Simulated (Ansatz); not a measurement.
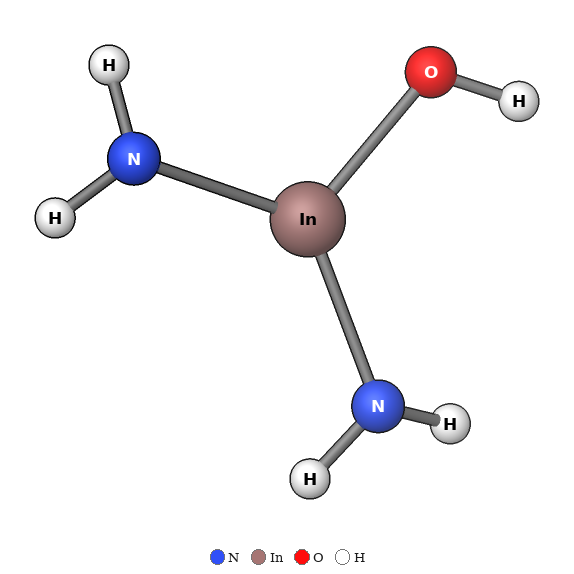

Rendered structure (ball-and-stick style).

Computed geometry: PBE0-D4/def2-TZVP optimisation.

Question: Which formula does it have?

Answer: H5InN2O, 9 atoms: 5 hydrogen, 1 indium, 2 nitrogen and 1 oxygen.

Question: How many sets of symmetry-equivalent atoms are there?

Answer: 9: 1 N, 1 In, 1 N, 1 O, 1 H, 1 H, 1 H, 1 H, 1 H.

Question: Write the SMILES.

Answer: [NH2][In]([NH2])[OH]

Question: Give the symmetry (Schoenflies symbol).

Answer: C1.

Question: How many bonds of each kind are drawn?

Answer: 4 N–H, 2 In–N, 1 In–O, 1 O–H.

More results for the same structure follow; atom numbers are the same in all pictures, views and colours differ.

## Geometry

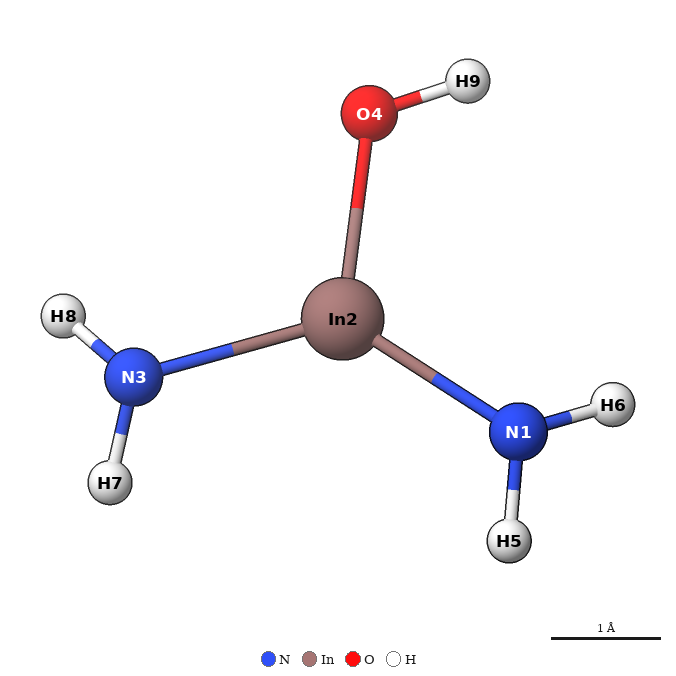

Atoms carry their numbers in the input.

Estimate the angles In2–N1–H5, In2–N1–H6, N1–In2–N3, N1–In2–O4, N3–In2–O4, In2–N3–H7, In2–N3–H8, In2–O4–H9.

| angle | degrees |
| --- | --- |
| In2–N1–H5 | 116.2 |
| In2–N1–H6 | 115.5 |
| N1–In2–N3 | 126.9 |
| N1–In2–O4 | 118.4 |
| N3–In2–O4 | 113.7 |
| In2–N3–H7 | 116.8 |
| In2–N3–H8 | 114.4 |
| In2–O4–H9 | 113.4 |

## Vibrations

Harmonic vibrations computed with RKS PBE0-D4/def2-TZVP, core potentials on In (Ansatz 0.2.0) at a stationary point of the same level.

Question: List the wavenumbers.

Answer: 21 modes: 112, 126, 149, 199, 263, 268, 429, 451, 591, 603, 624, 748, 806, 814, 1552, 1563, 3560, 3563, 3659, 3664, 3900 cm⁻¹.

## Charges

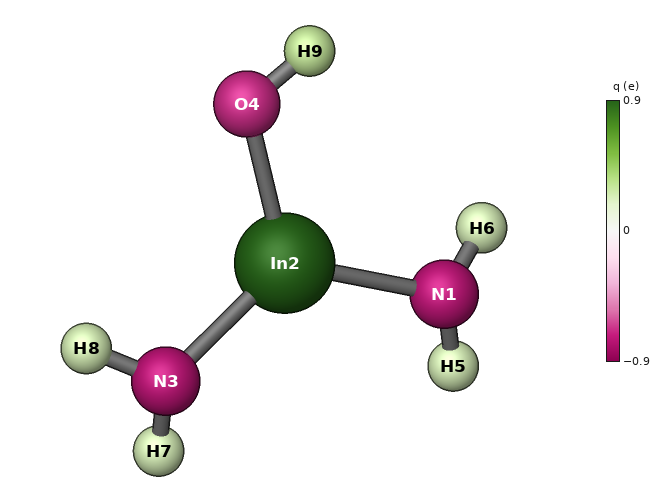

Atoms are coloured by their Mulliken charges. Level of theory: RKS PBE0-D4/def2-TZVP, core potentials on In (Ansatz 0.2.0).

Question: Which atom carries the highest charge (most positive or least negative)?

Answer: In2 (0.90 e).

Question: And the lowest?

Answer: N1, N3 (−0.74 e).

List the Mulliken charges.

```json
{"atom": "N1", "value (e)": "−0.74"}
{"atom": "In2", "value (e)": "0.90"}
{"atom": "N3", "value (e)": "−0.74"}
{"atom": "O4", "value (e)": "−0.68"}
{"atom": "H5", "value (e)": "0.24"}
{"atom": "H6", "value (e)": "0.24"}
{"atom": "H7", "value (e)": "0.23"}
{"atom": "H8", "value (e)": "0.25"}
{"atom": "H9", "value (e)": "0.30"}
```

## Electronic properties

Method: RKS PBE0-D4/def2-TZVPP, core potentials on In (Ansatz 0.2.0).

Predict the main results.

- HOMO energy (Kohn–Sham orbital): −7.07 eV
- LUMO energy (Kohn–Sham orbital): −1.05 eV
- HOMO–LUMO gap: 6.02 eV
- dispersion correction: −11.8 kJ/mol

Mulliken values depend strongly on the basis set and can even reverse the polarity of a bond.
